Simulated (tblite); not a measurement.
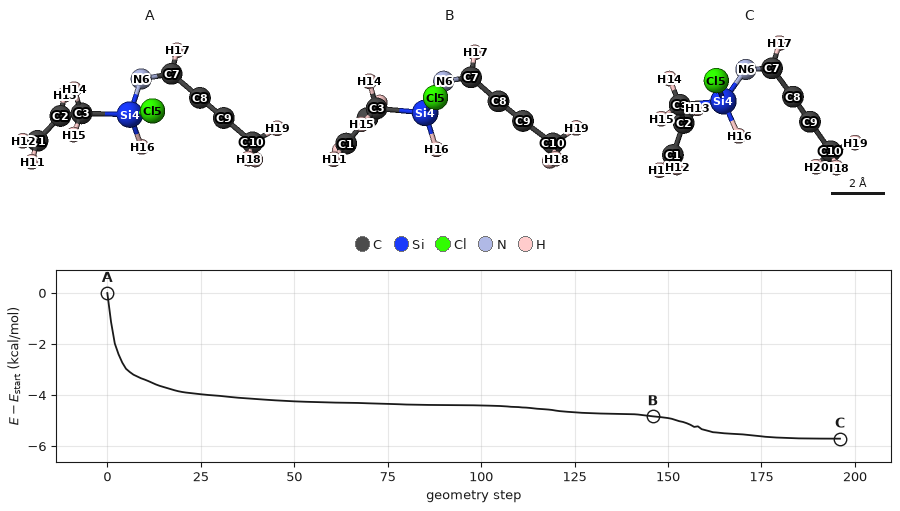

Frames of a relaxation of C7H10ClNSi, marked on the history of the run. Style: ball-and-stick. Shown at a tilt.

These are results of tblite, GFN2-xTB geometry optimisation, gas phase, not measurements. 

**Describe the path.**

H12 moves most after the best rigid fit: 2.32 Å. By element the largest moves are H 2.32 Å, Cl 2.02 Å, C 1.48 Å, N 1.11 Å, Si 1.07 Å. Near-neighbour distances that change, for instance: C3–Si4 1.867 → 1.911 Å, C2–C3 1.525 → 1.485 Å, Si4–Cl5 2.061 → 2.023 Å, N6–C7 1.295 → 1.262 Å. Bond angles that change, for instance: Si4–N6–C7 125.0° → 136.1°, N6–Si4–H16 110.6° → 120.3°, Cl5–Si4–N6 110.1° → 103.6°. Groups turn about Si4–N6 by about 60°. After 196 geometry steps the energy has fallen by 5.70 kcal/mol. From step 0 to 146: H16 moves most (1.10 Å), energy −4.83 kcal/mol. From step 146 to 196: H12 moves most (1.54 Å), energy −0.87 kcal/mol.

```json
{"step": "0", "E − E(0), kcal/mol": "0.00"}
{"step": "1", "E − E(0), kcal/mol": "-1.13"}
{"step": "2", "E − E(0), kcal/mol": "-1.97"}
{"step": "3", "E − E(0), kcal/mol": "-2.40"}
{"step": "4", "E − E(0), kcal/mol": "-2.72"}
{"step": "5", "E − E(0), kcal/mol": "-2.96"}
{"step": "6", "E − E(0), kcal/mol": "-3.09"}
{"step": "7", "E − E(0), kcal/mol": "-3.20"}
{"step": "8", "E − E(0), kcal/mol": "-3.27"}
{"step": "9", "E − E(0), kcal/mol": "-3.34"}
{"step": "10", "E − E(0), kcal/mol": "-3.39"}
{"step": "20", "E − E(0), kcal/mol": "-3.87"}
{"step": "30", "E − E(0), kcal/mol": "-4.02"}
{"step": "39", "E − E(0), kcal/mol": "-4.14"}
{"step": "49", "E − E(0), kcal/mol": "-4.23"}
{"step": "59", "E − E(0), kcal/mol": "-4.28"}
{"step": "69", "E − E(0), kcal/mol": "-4.31"}
{"step": "79", "E − E(0), kcal/mol": "-4.36"}
{"step": "88", "E − E(0), kcal/mol": "-4.38"}
{"step": "98", "E − E(0), kcal/mol": "-4.39"}
{"step": "108", "E − E(0), kcal/mol": "-4.45"}
{"step": "118", "E − E(0), kcal/mol": "-4.56"}
{"step": "127", "E − E(0), kcal/mol": "-4.69"}
{"step": "137", "E − E(0), kcal/mol": "-4.73"}
{"step": "147", "E − E(0), kcal/mol": "-4.84"}
{"step": "157", "E − E(0), kcal/mol": "-5.24"}
{"step": "167", "E − E(0), kcal/mol": "-5.51"}
{"step": "176", "E − E(0), kcal/mol": "-5.63"}
{"step": "186", "E − E(0), kcal/mol": "-5.69"}
{"step": "196", "E − E(0), kcal/mol": "-5.70"}
```
